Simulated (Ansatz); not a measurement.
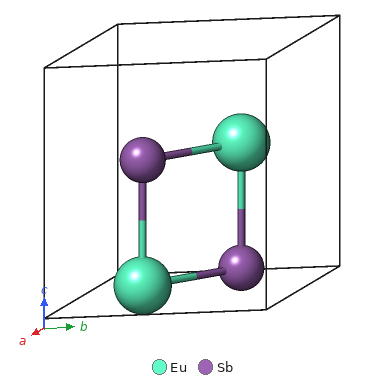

System: EuSb, space group P6_3/mmc (No. 194) (cell built by us, not taken from a database). The picture shows the cell.

Starting cell:
```
CELL_PARAMETERS angstrom
5.69747 0.00000 0.00000
-2.84874 4.93415 0.00000
0.00000 0.00000 6.45459
ATOMIC_POSITIONS crystal
Eu 0.66667 0.33333 0.06260
Eu 0.33333 0.66667 0.56260
Sb 0.66667 0.33333 0.56260
Sb 0.33333 0.66667 0.06260
```

Input of one of the runs behind the figure:
```
crystal:
  lattice:
    - [5.6974709255, 0.0, 0.0]
    - [-2.8487354628, 4.9341545588, 0.0]
    - [0.0, 0.0, 6.4545864955]
  atoms:
    - { symbol: Eu, position: [0.6666666667, 0.3333333333, 0.0626] }
    - { symbol: Eu, position: [0.3333333333, 0.6666666667, 0.5626] }
    - { symbol: Sb, position: [0.6666666667, 0.3333333333, 0.5626] }
    - { symbol: Sb, position: [0.3333333333, 0.6666666667, 0.0626] }
basis:
  ecutwfc: 420
  ecutrho_ratio: 4
kpoints:
  mp_grid: { grid: [6, 6, 6] }
hamiltonian:
  xc: pbe
  hubbard: { sites: [{ species: Eu, l: f, u_eff: 6.0 }] }
scf:
  occupations: { method: gaussian, width: 0.05 }
output:
  forces: true
  stress: true
  eigenvalues: true
  populations: true
  hubbard: { sites: [{ species: Eu, l: f }] }
```

Command:
```bash
ansatz run input.yaml --threads 2 --pin off --max-ram 2662MiB --backend cpu --events-out ev --progress --plain --runs-dir out
```

Computed with Ansatz 0.2.0: plane-wave density functional theory, PAW datasets, Gaussian smearing 0.05 eV: magnetic starts at the geometry given; energies counted from the first row's state on a like mesh; signs (u up, d down) over the magnetic atoms in order. Level: PBE, collinear spin. Hubbard U_eff: Eu 6 eV.

```json
{"setting": "PAW set", "value": "soft_2"}
{"setting": "wave cutoff", "value": "420 eV"}
{"setting": "k mesh of first row", "value": "6×6×6"}
```

Key: 1 = ferromagnetic (signs uu); 2 = no spin polarisation; 3 = antiferromagnetic in the cell (signs ud).

Describe the result: the energy relative to the first start of each magnetic start.

Among these starts the lowest is no. 3, at −6 meV/atom; the next, no. 1, is 6 meV/atom higher.

```tsv
magnetic start	energy relative to the first start (meV/atom)	largest moment (μB)	pressure (GPa)
no. 1	0	6.910	0.00
no. 2	3967	0.000	-4.51
no. 3	-6	6.926	-0.06
```

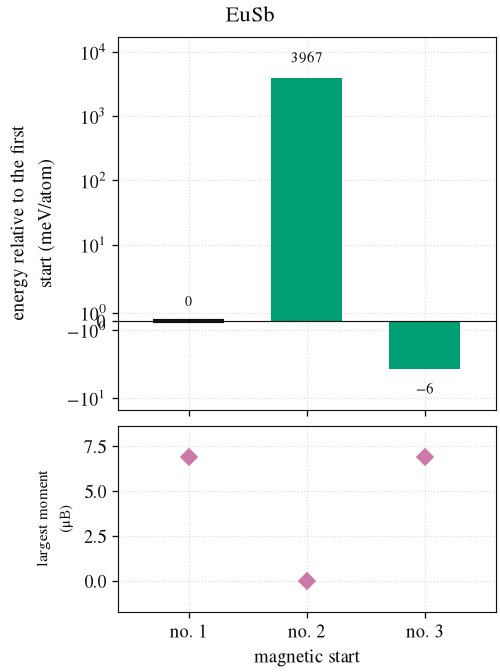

The energy axis is linear near zero and logarithmic beyond.
